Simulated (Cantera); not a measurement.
Feed: 1 mol SiH4, 0.018 mol C2H4, 7.7 mol H2, at 0.133 bar.

Equilibrium computed with Cantera from the NASA thermochemical tables; the gas is ideal and each condensed phase is pure. Candidate condensed phases: C, C6H6, C7H8, C8H18, Si, SiC; 87 gas species. Mutual solubility and eutectic melting of coexisting phases are not modelled. Gases not in the tables: Si2H6 and higher silanes. Equilibrium is a limit: real reactors are often held back by kinetics, nucleation or transport.

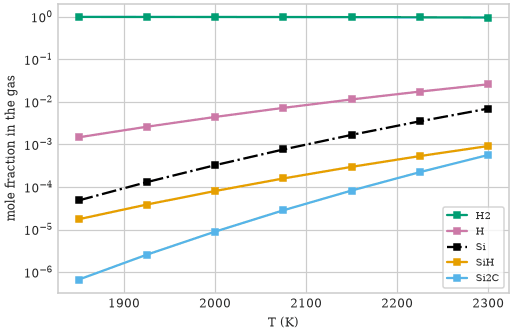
*Equilibrium gas composition (values under 1e-9 drawn at 1e-9)*

Task: Read off the mole fractions at 2150 K.

Result: H2 about 0.99, H about 0.011, Si about 0.0017, SiH about 0.00030, Si2C about 8.3e-5.
